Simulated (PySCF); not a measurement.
Run report: GeNH5S3, core-level calculation

System: GeNH5S3, SMILES [NH2][Ge]([SH])([SH])[SH].
Method: delta-SCF UKS SCAN, pcX-2 on the ionised atom, pcseg-1 elsewhere, spin-free X2C (PySCF 2.14.0).

Figures and captions count atoms from 1; the log counts them from 0 in places.

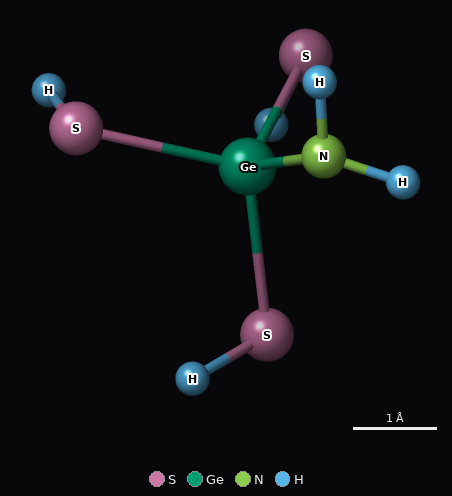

Fig. 1: The structure (ball-and-stick view, seen at a tilt). Sticks mark near contacts.

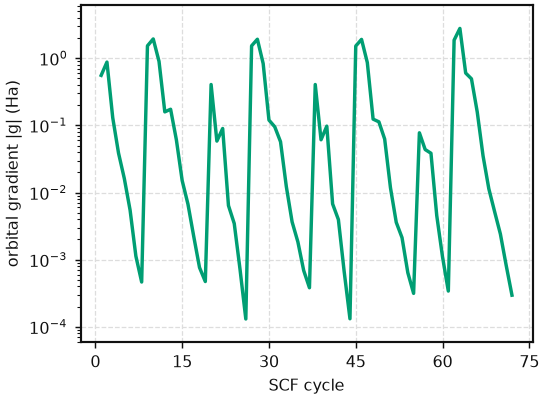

Fig. 2: Convergence of the self-consistent field: orbital gradient |g| against the SCF cycle. All cycles printed in the log are drawn one after another.

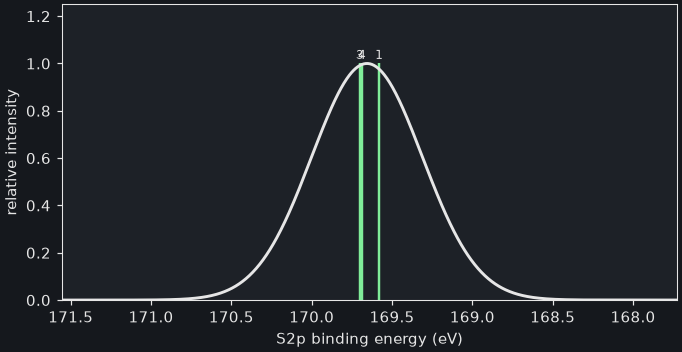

Fig. 3: S2p binding energies by ΔSCF of the atoms computed, labelled by atom number, with a Gaussian envelope of 0.8 eV full width. They run from 169.58 eV (atom 1) to 169.70 eV (atom 3).

The input that produced these results follows, with the program's output.

Input
```
{"job": {"kind": "xps", "holes": 5}, "charge": 0, "multiplicity": 1}
S     -0.101072    -2.204521    -0.529199
Ge    -0.015436    -0.040566     0.021854
S     -0.139170     1.022333    -1.925910
S      1.818265     0.444981     1.173120
N     -1.353987     0.528670     1.105542
H      0.526992    -2.001489    -1.708493
H      0.430459     2.145352    -1.434524
H      2.534294    -0.540019     0.588793
H     -1.380642     0.104181     2.028845
H     -2.277869     0.515341     0.681720
```

The first line tells a small driver script what to run in PySCF; the rest is the geometry in Å.

Command:
```bash
OMP_NUM_THREADS=1 python <driver script> task.json out
```

Output
```
ground state, core basis on atom 0 (S), 162 functions
  cycle   1  E = -3349.39653938  |g| = 5.56e-01
  cycle   2  E = -3349.27588194  |g| = 8.77e-01
  cycle   3  E = -3349.46972771  |g| = 1.30e-01
  cycle   4  E = -3349.47456191  |g| = 3.87e-02
  cycle   5  E = -3349.47485410  |g| = 1.62e-02
  cycle   6  E = -3349.47492076  |g| = 5.47e-03
  cycle   7  E = -3349.47492669  |g| = 1.13e-03
  cycle   8  E = -3349.47492752  |g| = 4.65e-04
  E(ground) = -3349.63875350 Eh
hole in S 2p of atom 0
  cycle   1  E = -3342.78669107  |g| = 1.53e+00
  cycle   2  E = -3340.70950191  |g| = 1.94e+00
[... 9 cycles left out ...]
  E(ion) = -3343.41294821 Eh   <S^2> = 0.7533   hole on atom = 1.001   binding energy = 169.413 eV
  2p3/2 = 169.164 eV   2p1/2 = 170.410 eV
ground state, core basis on atom 2 (S), 162 functions
[... 7 cycles left out ...]
  E(ground) = -3349.63874876 Eh
hole in S 2p of atom 2
[... 11 cycles left out ...]
  E(ion) = -3343.40858844 Eh   <S^2> = 0.7531   hole on atom = 1.001   binding energy = 169.531 eV
  2p3/2 = 169.285 eV   2p1/2 = 170.531 eV
ground state, core basis on atom 3 (S), 162 functions
[... 7 cycles left out ...]
  E(ground) = -3349.63878447 Eh
hole in S 2p of atom 3
[... 11 cycles left out ...]
  E(ion) = -3343.40901884 Eh   <S^2> = 0.7530   hole on atom = 1.001   binding energy = 169.521 eV
  2p3/2 = 169.271 eV   2p1/2 = 170.516 eV
ground state, core basis on atom 4 (N), 151 functions
[... 6 cycles left out ...]
  E(ground) = -3349.52152051 Eh
hole in N 1s of atom 4
[... 1 cycle left out ...]
  cycle   2  E = -3330.90880694  |g| = 2.78e+00
  cycle   3  E = -3334.21717684  |g| = 6.02e-01
  cycle   4  E = -3334.30809241  |g| = 4.94e-01
  cycle   5  E = -3334.45335232  |g| = 1.58e-01
  cycle   6  E = -3334.46664858  |g| = 3.53e-02
  cycle   7  E = -3334.46742264  |g| = 1.14e-02
  cycle   8  E = -3334.46749691  |g| = 5.20e-03
  cycle   9  E = -3334.46751564  |g| = 2.41e-03
  cycle  10  E = -3334.46752176  |g| = 8.24e-04
  cycle  11  E = -3334.46751995  |g| = 2.96e-04
  E(ion) = -3334.64424555 Eh   <S^2> = 0.7664   hole on atom = 1.000   binding energy = 404.831 eV
```

Summary

- outcome: converged
- hardware: 1 CPU thread, shared host
- wall time: 32 s
- peak memory: 0.56 GiB
